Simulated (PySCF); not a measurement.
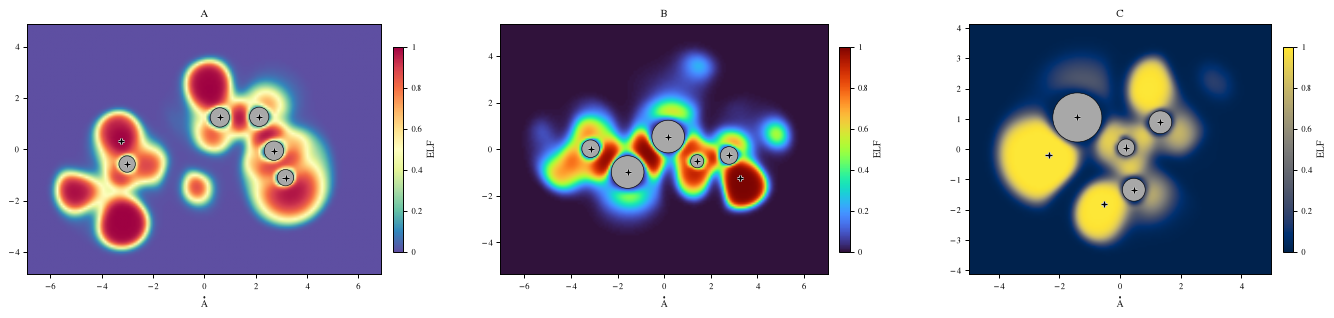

The electron localisation function of 3 systems, each on a plane through atoms (crosses mark nuclei in the plane; grey discs cover the cores).

Computed with PBE0/pcSseg-1, SCF density, gas phase, non-relativistic in PySCF.

System 1: C₃H₉AlF₂O (SMILES C[O+]([AlH3-])CC(F)F), the plane of atoms C1, O2 and C4. Geometry: GFN2-xTB.

```tsv
atom	x (Å)	y (Å)	z (Å)
C	-0.5243	1.5939	-0.3953
O	-0.5389	0.1978	-0.1481
Al	-1.7792	-0.9164	0.7435
C	0.5644	-0.5241	-0.6270
C	1.8070	-0.3505	0.2480
F	2.3998	0.8503	0.0259
F	2.7249	-1.2830	-0.0758
H	-1.4680	1.9708	-0.0042
H	0.3059	2.0825	0.1167
H	-0.4627	1.7899	-1.4684
H	-2.1269	-1.8660	-0.4666
H	-0.7919	-1.5145	1.8249
H	-2.7664	0.2369	1.1391
H	0.2719	-1.5801	-0.5834
H	0.8007	-0.2483	-1.6618
H	1.5760	-0.4304	1.3209
```

System 2: C₄H₁₄OSi₃, the plane of atoms Si3, Si4 and O6. Geometry: GFN2-xTB.

```tsv
atom	x (Å)	y (Å)	z (Å)
C	4.1281	-0.0124	0.5155
C	3.1095	0.8181	0.6654
Si	1.7592	1.1227	-0.6090
Si	-0.1724	0.1791	0.2410
Si	-0.2157	-2.0608	0.8553
O	-1.1549	0.4555	-1.0348
C	-2.4681	0.0354	-1.2426
C	-3.4545	0.7311	-0.3172
H	4.2636	-0.5730	-0.3950
H	4.8750	-0.1741	1.2788
H	3.0292	1.3559	1.6033
H	2.2243	0.5478	-1.8818
H	1.7199	2.5801	-0.8296
H	-0.6882	0.9504	1.4053
H	0.9730	-2.4176	1.6345
H	-1.3746	-2.4657	1.6672
H	-0.2455	-2.9711	-0.2985
H	-2.7080	0.2624	-2.2873
H	-2.5310	-1.0521	-1.0998
H	-4.4699	0.4367	-0.5674
H	-3.2499	0.4618	0.7158
H	-3.3594	1.8090	-0.4206
```

System 3: C₅H₁₃BN₂S, the plane of atoms C6, C7 and C8. Geometry: GFN2-xTB; at this geometry the atoms fall into two loosely joined parts.

```xyz
22

C     3.1605    0.3367   -0.7492
N     2.4134    0.2823    0.4861
B     1.6916    1.2935    1.0744
S    -0.6219   -1.7681   -0.1797
C    -0.4357   -0.5876   -1.5431
C    -1.4648   -0.7283    1.0576
C    -2.9729   -0.5957    0.8203
C    -3.2894    0.3541   -0.2150
N    -3.5367    1.1174   -1.0296
H     3.0131    1.3076   -1.2180
H     2.8302   -0.4450   -1.4390
H     4.2299    0.1981   -0.5636
H     2.4836   -0.6253    0.9248
H     1.1584    1.0837    2.0984
H     1.6123    2.3325    0.5361
H     0.1137    0.2792   -1.1865
H     0.1260   -1.1000   -2.3175
H    -1.4113   -0.3005   -1.9221
H    -0.9687    0.2422    1.0712
H    -1.2920   -1.2331    2.0075
H    -3.4577   -0.2572    1.7418
H    -3.3919   -1.5681    0.5445
```

**Match each panel to its system.**

Panel A is system 3, C₅H₁₃BN₂S: the plane holds N, C and H. C–N (1.14 Å): the ELF peaks at about 0.85 between the atoms (a short, multiple covalent bond). Panel B is system 2, C₄H₁₄OSi₃: the plane holds C, Si, O and H. C–O (1.39 Å): the ELF peaks at about 0.90 between the atoms: a shared but strongly polarised pair. Panel C is system 1, C₃H₉AlF₂O: the plane holds C, O, Al and H. C–O (1.40 Å): the ELF peaks at about 0.90 between the atoms (a polar covalent bond).
